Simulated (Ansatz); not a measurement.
**H$_{6}$O$_{4}$W: density, localisation and related maps**

Input file:

```
crystal:
  periodic: [false, false, false]
  atoms:
    - { symbol: W, position_ang: [-0.089144, 0.013772, -0.271914] }
    - { symbol: H, position_ang: [0.318958, 0.23129, 1.377132] }
    - { symbol: H, position_ang: [1.56818, 0.346074, 0.006185] }
    - { symbol: O, position_ang: [-0.411977, 1.885736, -0.30165] }
    - { symbol: H, position_ang: [-0.864684, 2.364514, 0.400536] }
    - { symbol: O, position_ang: [-1.843594, -0.234202, 0.536811] }
    - { symbol: H, position_ang: [-2.104484, 0.028572, 1.425104] }
    - { symbol: O, position_ang: [0.231799, -1.83305, 0.011346] }
    - { symbol: H, position_ang: [-0.131889, -2.307929, 0.765218] }
    - { symbol: O, position_ang: [0.555963, -0.004405, -2.064746] }
    - { symbol: H, position_ang: [1.448573, 0.175729, -2.375423] }
basis:
  gaussian: { orbitals: def2-mTZVP }
hamiltonian:
  xc: pbe0
  dispersion: d4
relax:
  f_tol: 0.03
  max_steps: 50
output:
  orbitals: {}
```

Command:

```sh
ansatz run input.yaml --threads 4 --pin off --max-ram 5120MiB --backend cpu --events-out ev --progress --plain --runs-dir out
```

The fields are those of the run's last geometry, not of the input's.

Core potentials replace the inner electrons of W.

Level of theory: Ansatz 0.2.0, RKS PBE0-D4/def2-mTZVP.

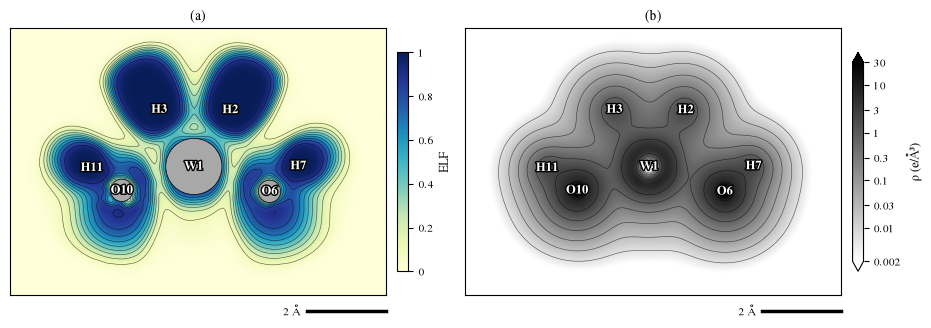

Figure 1. (a) ELF; (b) electron density on the plane of atoms W1, O10 and H11. Grey discs cover the atomic cores in the ELF map.

What does the map show?

- Atoms in the plane: W, H and O.
- O–H (0.96 Å): ρ is about 3.7 e/Å³ halfway; the ELF climbs to about 1 towards the hydrogen, as it does in any bond to H; a covalent bond by its length.
- W–O (1.92 Å): ρ is about 1 e/Å³ halfway; the ELF peaks at about 0.85 in the valence shell of O, 0.5 Å from its nucleus, and drops to about 0.25 between the two atoms.
- W–O (2.01 Å): the density is about 0.83 e/Å³ at the midpoint; the ELF peaks at about 0.85 in the valence shell of O, 0.6 Å from its nucleus, and drops to about 0.25 between the two atoms.
- W–H (1.69 Å): ρ is about 1.5 e/Å³ halfway; the ELF climbs to about 1 towards the hydrogen.

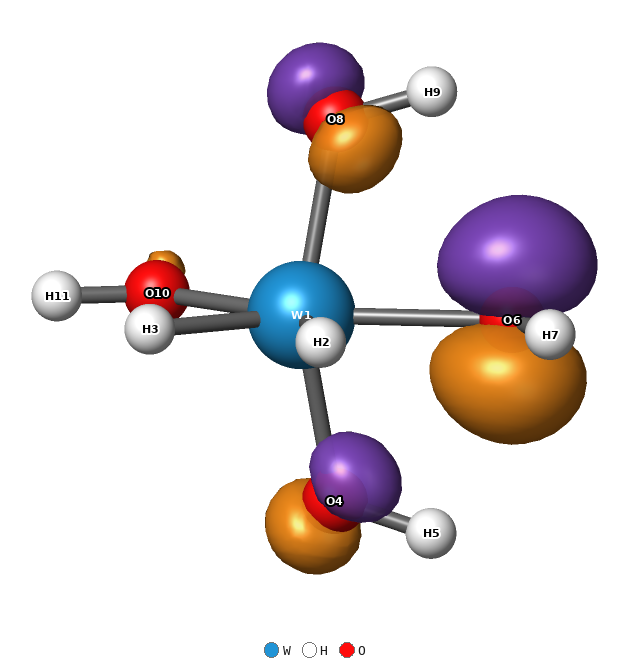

Figure 2. The HOMO−1 at ±0.2 Å⁻³ᐟ² (orange and purple are the two phases), seen at a tilt.

What is the character of this orbital?

It lies mainly on O6 (about 60 %), O4 (about 10 %) and O8 (about 10 %). Its energy is −8.34 eV.

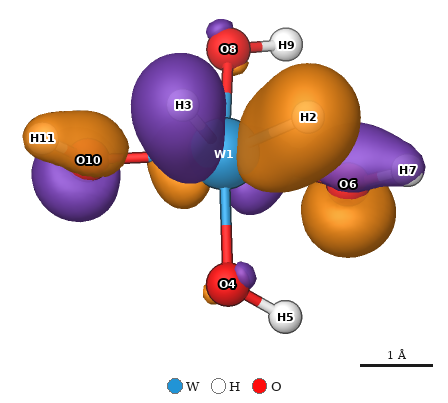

Figure 3. The HOMO at ±0.15 Å⁻³ᐟ² (orange and purple are the two phases), seen at a tilt.

Where does this orbital lie, and at what energy?

By Hirshfeld shares it lies mainly on W1 (about 30 %), O6 (about 20 %), O10 (about 15 %), H2 (about 15 %) and H3 (about 10 %). Its energy is −8.33 eV.
